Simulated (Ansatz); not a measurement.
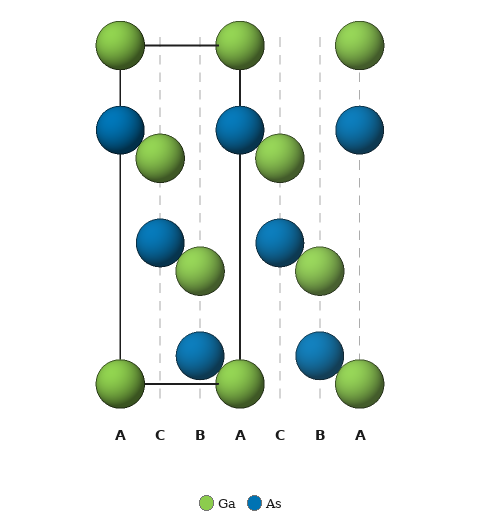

Projection along an edge of the hexagonal mesh, stacking direction [111] upwards. The dashed lines mark the three columns A (0, 0), B (1/3, 2/3) and C (2/3, 1/3). The box is the hexagonal cell of the face-centred cubic lattice. The sequence starts with the first layer at or above the cell's origin.

System GaAs (space group F-43m, No. 216); source of the atomic positions: the input geometry of an electronic-structure calculation (not necessarily at equilibrium).

Give the sequence of layers in one repeat, with element and column.

Ga(A) – As(B) – Ga(B) – As(C) – Ga(C) – As(A) (six layers in 9.81 Å).

How are the As layers alone stacked?

As layers alone: BCA, the cubic close-packed type.

Which positions between or in the As layers do the other atoms fill?

Ga: three tetrahedral sites (per hexagonal cell).

What short polytype symbol fits?

Polytype symbol 3C, the symbol of a tetrahedral polytype (number of double layers in the repeat and lattice).

Heights of the layers:

```csv
layer,atoms (column),height (Å),to next (Å)
1,Ga(A),0.00,0.82
2,As(B),0.82,2.45
3,Ga(B),3.27,0.82
4,As(C),4.09,2.45
5,Ga(C),6.54,0.82
6,As(A),7.36,2.45
```
